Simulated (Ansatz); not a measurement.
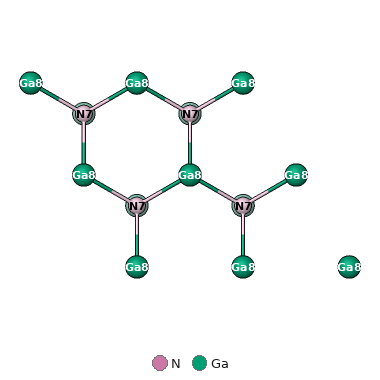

The system is Si on a GaN(001) slab cut from the P6_3mc phase, its upper half relaxed before the scan (8 atoms of substrate and one adsorbate in a 1 × 1 cell); the picture shows it without the atoms that are moved over the map. Si is moved over the surface cell; relaxed at each place: the height of the adsorbate's atoms; substrate rigid; the origin of the map has the adsorbate above Ga8. Places are given modulo a cell vector. The map is drawn in real space over the plane of the surface. Grid: 6 × 6 points; 10 points were computed and 26 follow by symmetry. Energies are in meV, from the lowest grid point. The magnetic moment jumps between some neighbouring points. With one adsorbate in each 1 × 1 cell, its nearest image is 3.2 Å away, so neighbouring adsorbates interact. These are results of Ansatz, DFT PBE, scalar-relativistic, plane waves, PAW, not measurements. Settings: cutoff 420 eV, k-mesh 9×9×1, gaussian smearing 0.05 eV, spin-polarised.

Range: position of Si9 along the first surface vector from 0.000 to 0.833; position of Si9 along the second surface vector from 0.000 to 0.833.

What will the energy surface look like?

The lowest grid point is at the top site over a surface Ga atom, (0/6, 0/6) of the cell vectors. The highest grid point, a threefold hollow over a second-layer N atom, (2/6, 4/6) of the cell vectors, lies 184 meV above the lowest. At the lowest point the adsorbate has 1 Ga at 2.58 Å as nearest neighbours, at the highest 1 N at 2.88 Å and 3 Ga at 2.97 Å. Its relaxed height above the top atom is 2.58 Å at the lowest and 2.31 Å at the highest point.

```csv
"second ↓, first →",0/6,1/6,2/6,3/6,4/6,5/6
5/6,41,103,147,147,103,41
4/6,102,147,184,147,102,93
3/6,126,147,147,126,135,135
2/6,102,103,102,135,166,135
1/6,41,41,93,135,135,93
0/6,0,41,102,126,102,41
```

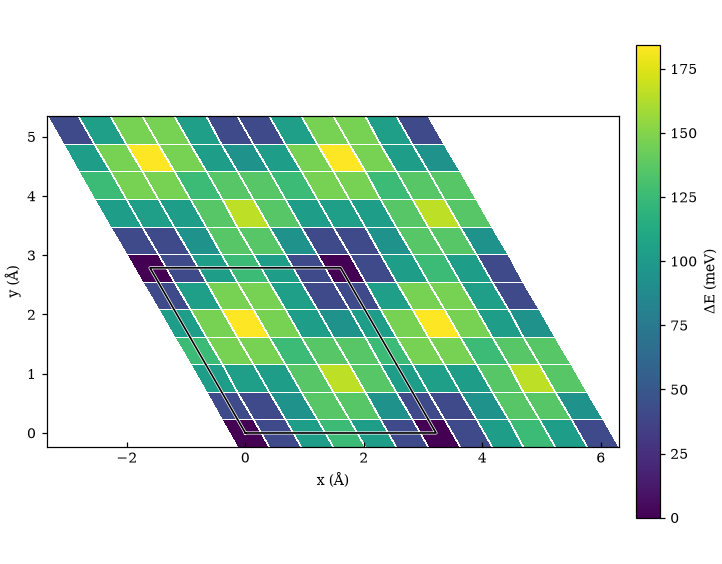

In the figure: one coloured cell a grid point, the outline of one cell of the 2 × 2 shown.

Time for the 10 points that were run: 22 min on 2 threads of Intel(R) Xeon(R) 6975P-C (Granite Rapids), with other jobs on the host.

PAW datasets: the set soft_1.
